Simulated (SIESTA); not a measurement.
Band structure of InP (F-43m, 2 atoms in the cell).

```
InP
1.0
    0.00000     2.93500     2.93500
    2.93500     0.00000     2.93500
    2.93500     2.93500     0.00000
In P
1 1
Direct
  0.00000   0.00000   0.00000
  0.25000   0.25000   0.25000
```

Computed with GGA PBE, numerical atomic orbitals DZP, PseudoDojo PBE standard norm-conserving potentials (rewritten from UPF to PSML) (SIESTA 5.4.2).

Settings: XC.functional = GGA; XC.authors = PBE; potentials = PseudoDojo PBE standard; PAO.BasisSize = DZP; PAO.EnergyShift = 0.01 Ry; MeshCutoff = 350 Ry; kgrid.MonkhorstPack = 7 7 7; OccupationFunction = FD; ElectronicTemperature = 20 meV; MaxSCFIterations = 150; SCF.Mixer.Method = Pulay; SCF.Mixer.Weight = 0.25; SCF.Mixer.History = 6; SCF.DM.Tolerance = 1.0E-04.

The starting cell has typed, rounded lattice constants, without a prior relaxation at this level. Values carry the incompleteness of an atom-centred basis.

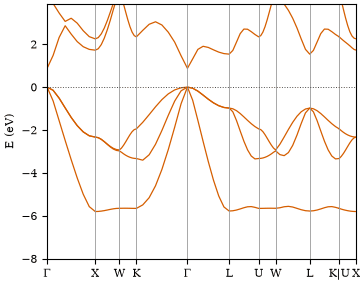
*Bands along the path, energies from the top of the valence band on the path.*

Problem. Read off roughly the gap and where its edges lie.

Solution. The gap along the path is about 0.9 eV (computed: 0.88 eV), direct at Γ to within 0.01 eV.

Levels in eV from the top of the valence band on the path, bands 6 to 10:
| point | 6 | 7 | 8 | 9 | 10 |
|---|---|---|---|---|---|
| Γ | -11.49 | 0.00 | 0.00 | 0.00 | 0.88 |
| X | -9.17 | -5.80 | -2.33 | -2.33 | 1.72 |
| W | -9.09 | -5.65 | -2.97 | -2.93 | 4.33 |
| K | -9.18 | -5.66 | -3.33 | -1.95 | 2.34 |
| L | -9.82 | -5.78 | -0.98 | -0.98 | 1.54 |
| U | -9.18 | -5.66 | -3.33 | -1.95 | 2.34 |

Higher empty bands are left out: an atom-centred basis made for the valence describes them poorly.
